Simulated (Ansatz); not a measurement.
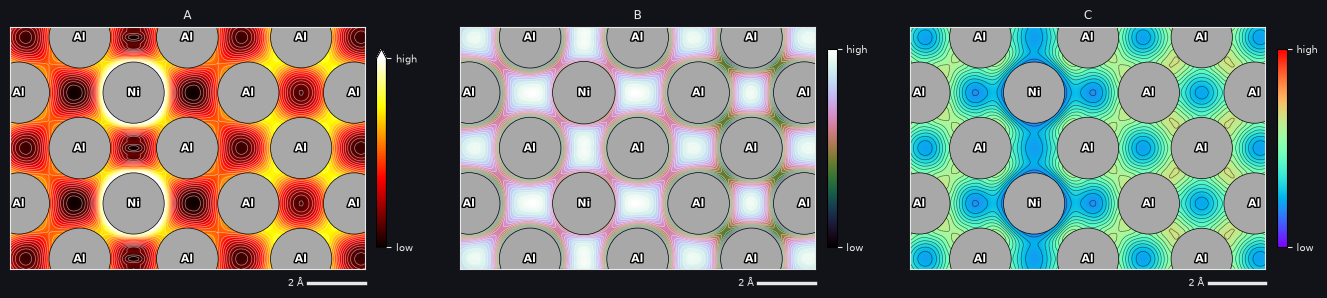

Al₅Ni: 3 fields on the (100) plane of the conventional cell, with unlabelled colour scales. Grey discs cover the atomic cores.

Space group Cmmm; a structure generated by program, which may or may not match a known phase; computed without spin polarisation.

Theory: DFT PBE, scalar-relativistic, plane waves, PAW (Ansatz 0.2.0).

Q: Match the panels to the quantities (electron localisation function, electrostatic potential energy of an electron and valence pseudo-density).

A: Panel A: valence pseudo-density. Panel B: electrostatic potential energy of an electron (low next to the atoms, rising into the space between them). Panel C: electron localisation function. From the grid: Al–Ni (2.72 Å): the density is about 0.24 e/Å³ at the midpoint; the ELF is about 0.45 at the midpoint. Al–Al (2.70 Å): ρ at the midpoint is about 0.23 e/Å³; the ELF peaks at about 0.65 between the atoms.
